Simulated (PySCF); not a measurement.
**SnB (quartet): density, localisation and related maps**

```tsv
atom	x (Å)	y (Å)	z (Å)
Sn	0.0000	0.0000	-0.1839
B	0.0000	0.0000	2.0031
```

Core potentials replace the inner electrons of Sn.

Level of theory: PySCF 2.14.0, PBE0/def2-SVP, non-relativistic Hamiltonian with scalar-relativistic core potentials where named, at a bond length of 2.187 Å.

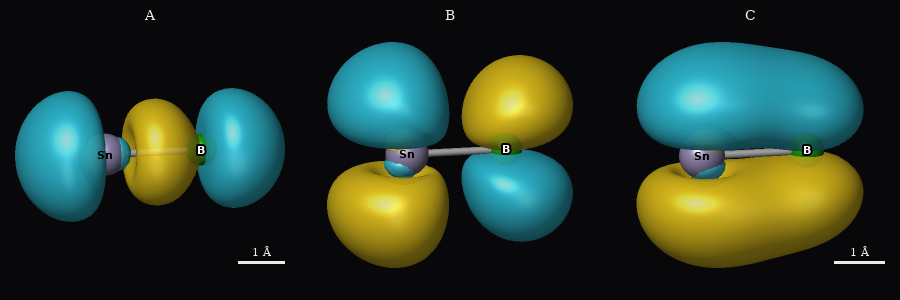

Figure 1. Three frontier α-spin orbitals, each drawn at the value that holds 80 % of its norm (yellow and cyan are the two phases), in no order; of a degenerate pair one member is drawn.

Name the orbitals and rank them from lowest to highest energy.

Orbital A: σ, occupied in this spin, −6.23 eV; shared between the atoms (Sn 45 %, B 55 %).
Orbital C: π, occupied in this spin, −6.07 eV; bonding, with no node between the atoms.
Orbital B: π, empty in this spin, −1.88 eV; antibonding, with a node between the atoms.

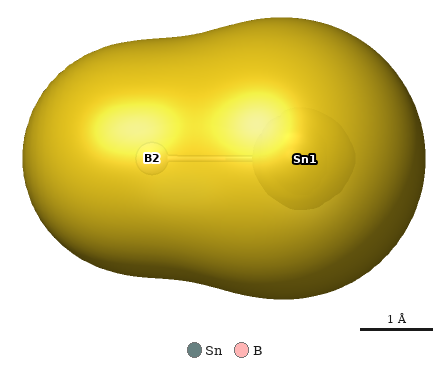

Figure 2. Isosurface of the spin density at +0.015 e/Å³ (yellow), seen from one side.

Which atoms carry the spin?

The unpaired spin (3 electrons) lies mostly on B2 (about 1.6) and Sn1 (about 1.4), in electrons by Hirshfeld's partition.

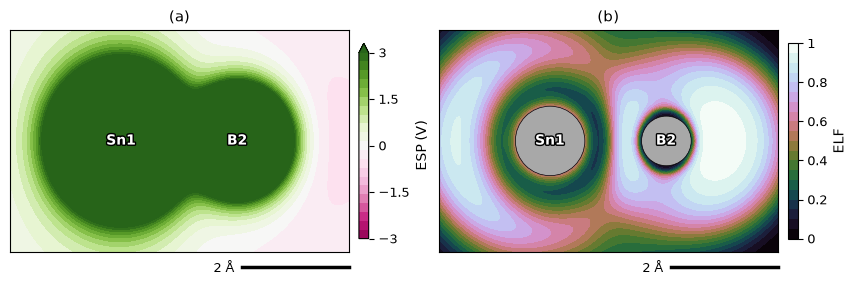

Figure 3. (a) molecular electrostatic potential; (b) ELF on a plane that holds the molecular axis. Grey discs cover the atomic cores in the ELF map.

Describe what can be read from this map.

Atoms in the plane: Sn and B.
Sn–B (2.19 Å): the ELF peaks at about 0.90 in the valence shell of B, 0.7 Å from its nucleus, and drops to about 0.20 between the two atoms.
The ELF also peaks beside B2, away from the bonds: non-bonding electrons, paired or unpaired.
Outside the dense part of the molecule the potential is most negative (−0.5 V) near Sn1.
